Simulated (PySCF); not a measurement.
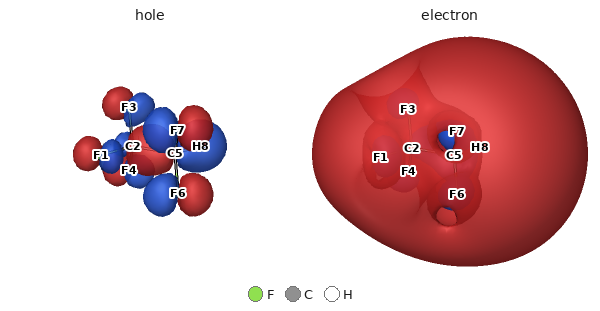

Figure. C$_{2}$HF$_{5}$, SMILES `FC(F)(F)C(F)F`. Leading natural transition orbital pair of S₁ (TDA singlet states); the surfaces enclose about 85 % of each orbital's density.

Computed with PySCF, PBE/6-311+G**, geometry: GFN2-xTB. No frequency check shows the geometry to be a minimum.

Geometry (Å), atoms numbered from 1:

```
F1       0.7764    0.0007    1.3123
C2       0.6175    0.0000   -0.0034
F3       1.2340   -1.0760   -0.4958
F4       1.2345    1.0752   -0.4969
C5      -0.8724   -0.0007   -0.4281
F6      -1.4838    1.0854    0.0683
F7      -1.4844   -1.0844    0.0693
H8      -0.9610   -0.0043   -1.5261
```

**Give its energy and the atoms that hole and electron lie on.**

8.57 eV (145 nm), f = 0.033, diffuse (Rydberg-like) orbital; the leading pair carries 100 %; hole on F6 and F7 (21 % each), C5 (16 %) and C2 (12 %), electron on H8 (30 %), C5 (27 %) and C2 (10 %) (atom shares of so diffuse an orbital are rough); their centroids lie 1.1 Å apart. In canonical orbitals it is mainly HOMO → LUMO (98 %). The HOMO–LUMO gap is 8.47 eV.
